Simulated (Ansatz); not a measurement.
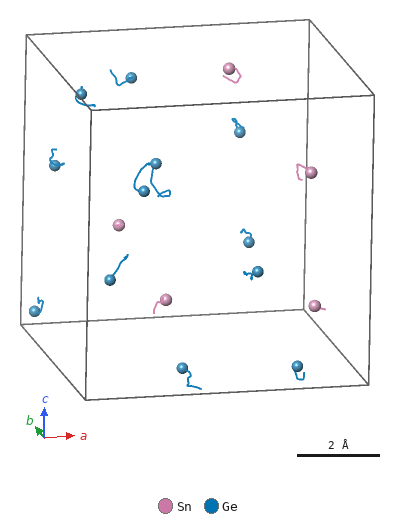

Molecular dynamics of an amorphous cell of composition Sn$_{5}$Ge$_{12}$ (17 atoms in the cell), 222 fs long. It starts from the last geometry of an earlier run, with fresh velocities. Lines trace each atom's path, in the colour of its element; spheres stand at the starting positions. Seen slightly off an axis in the simulation cell.

The calculation used Ansatz 0.2.0, DFT PBE, scalar-relativistic, plane waves, PAW. Set-up: plane-wave cutoff 420 eV; k-point mesh 1 × 1 × 1; Fermi-Dirac smearing 0.103 eV; volume 0.96 times that of the relaxed crystal; set temperature 1200 K; time step 3 fs.

The input:
```yaml
crystal:
  lattice:
    - [7.081566, -0.073508, 0.030664]
    - [-0.073508, 7.715024, -0.346972]
    - [0.030664, -0.346972, 7.536843]
  atoms:
    - { symbol: Sn, position: [0.3102941574, 0.8701029885, 0.3608174993] }
    - { symbol: Sn, position: [0.8859889035, 0.3496924752, 0.1875603201] }
    - { symbol: Sn, position: [0.6461749898, 0.6884552304, 0.930698464] }
    - { symbol: Sn, position: [0.3941812733, 0.4964493064, 0.1960453318] }
    - { symbol: Sn, position: [0.8579932651, 0.3231958445, 0.6560179385] }
    - { symbol: Ge, position: [0.3828331095, 0.1806324137, 0.0434197883] }
    - { symbol: Ge, position: [0.3496639447, 0.8953322663, 0.8607413398] }
    - { symbol: Ge, position: [0.7529511473, 0.9619357128, 0.6342479508] }
    - { symbol: Ge, position: [0.1177256805, 0.1678414526, 0.3647574727] }
    - { symbol: Ge, position: [0.718568586, 0.6461664294, 0.3389398623] }
    - { symbol: Ge, position: [0.2562023393, 0.2705321472, 0.6371230088] }
    - { symbol: Ge, position: [0.6137070551, 0.0568617927, 0.3966088526] }
    - { symbol: Ge, position: [0.0885220375, 0.5312374096, 0.9131361812] }
    - { symbol: Ge, position: [0.0110414908, 0.8395285064, 0.0872261571] }
    - { symbol: Ge, position: [0.0592569391, 0.7837223583, 0.6024101414] }
    - { symbol: Ge, position: [0.7573587822, 0.044419916, 0.0657654145] }
    - { symbol: Ge, position: [0.3749282573, 0.60636569, 0.6388649216] }
  symmetry: { detect: false }
basis:
  ecutwfc: 420
  xc_grid: 1
kpoints:
  mp_grid: { grid: [1, 1, 1], shift: [0.25, 0.25, 0.25] }
hamiltonian:
  xc: pbe
scf:
  occupations: { method: fermi_dirac, width: 0.1034 }
  lower_state_search: "off"
  convergence: { dr2_threshold: 1.0e-05 }
output:
  forces: true
  stress: true
md:
  timestep: 3.0
  n_steps: 74
  ensemble: nvt_langevin
  friction: 0.015
  temperature: 1200.0
  initial_velocities: maxwell_boltzmann
  seed: 82259
```

Run as
```bash
ansatz run input.yaml --threads 2 --pin off --max-ram 5120MiB --backend cpu --events-out ev --progress --plain --runs-dir out
```

### How do the atoms move?

In the second half of the run the atoms are, in the root-mean-square, this far from where they began (common drift taken out): Ge 0.56 Å, Sn 0.42 Å. Against the typical shortest distance between atoms in the first frame, about 2.6 Å these are large excursions, but over 222 fs one can't yet tell strong vibration from the start of diffusion. The mean temperature in the second half is 1117 K (standard deviation 115 K). The potential energy is still drifting at the end, so the run hasn't reached equilibrium. The potential energy in the second half lies on average 46.7 meV per atom below the first frame. The mean pressure there is 2.9 GPa.

Limits of the set-up: the periodic images lie only 7.1 Å apart, so the values are limited by the cell's size.

Cost: 3.9 min on 2 threads of Arm Neoverse V2 (shared host), peak memory 0.64 GiB.
